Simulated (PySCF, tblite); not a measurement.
# CHClF radical: geometry, infrared bands and EPR parameters

What infrared bands and EPR parameters should CHClF radical (`F[CH]Cl`) show?

Programs: tblite 0.8.0 and PySCF 2.14.0, with density-fitted response routines of our own. Each step states its level of theory. These are calculated values for one molecule in the gas phase, unless marked as measured. Atoms are numbered from 0 throughout.

## Step 1: The molecule as given

4 atoms, charge 0, multiplicity 2; geometry from: force field or distance geometry start.

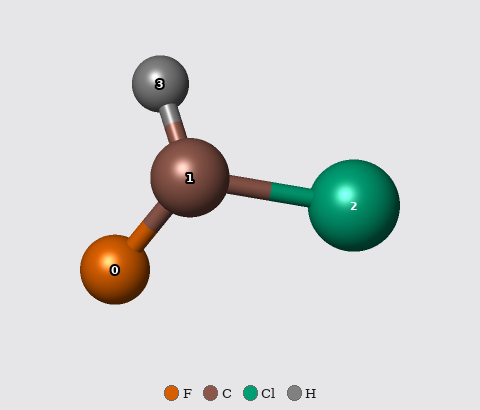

As it starts; fluorine orange, carbon brown, chlorine teal, hydrogen grey, atoms numbered; sticks join atoms by distance.

## Step 2: Optimising the geometry with GFN2-xTB

What the job is given:

```
{"job": {"kind": "relax", "xc": "GFN2-xTB", "basis": "xTB"}, "charge": 0, "multiplicity": 2}
F     -0.954900    -0.903400    -0.116100
C     -0.145400     0.100900     0.333200
Cl     1.567700    -0.244300    -0.081000
H     -0.457100     1.051600    -0.159000
```

On the command line:

```
$ OMP_NUM_THREADS=1 python probes_run.py task.json out
```

One launch serves the whole session: the jobs run in the order shown.

**Question.** This job is followed by: GFN2-xTB harmonic vibrations, gas phase; PBE0-D3(BJ)/def2-SVP geometry optimisation, gas phase; UKS B3LYP, IGLO-III on C Cl F, pcH-1 on H, non-relativistic, mean-field spin-orbit, GIAO. What will the session give for the following? strongest single infrared mode (GFN2-xTB); zero-point energy (GFN2-xTB); point group; rotational constants (main isotopes); g(iso) (B3LYP); ⟨S²⟩; largest a(iso); surface potential, least and greatest.

As calculated:

| quantity | value |
| --- | --- |
| strongest single infrared mode (GFN2-xTB) | 1123 cm⁻¹, 125 km/mol |
| zero-point energy (GFN2-xTB) | 10.2 kcal/mol |
| point group | C1 |
| rotational constants (main isotopes) | 59.33, 5.89, 5.39 GHz |
| g(iso) (B3LYP) | 2.00581 |
| ⟨S²⟩ | 0.753 (exact 0.75) |
| largest a(iso) | 13C on C1, 316.0 MHz |
| surface potential, least and greatest | -0.49 V and 1.46 V |

**Reading.** The optimisation took 10 steps and gained 0.220 eV; among the close pairs (by a distance rule), C1–Cl2 changed most, from 1.796 to 1.685 Å (GFN2-xTB). All 6 modes are real, so the xTB geometry is a minimum. The strongest single mode, at 1123 cm⁻¹, moves mainly C1 and F0. GFN2-xTB is a fitted tight-binding method: band positions and strengths are rough. Its intensities can rank the bands wrongly. Relaxing lowered the energy by 0.023 eV in 6 steps; the close pair that moved most is C1–Cl2, from 1.685 to 1.710 Å (PBE0/def2-SVP). C1 carries the largest spin population, 0.88 e. The isotropic g lies 3.5 ppt above the free-electron value.
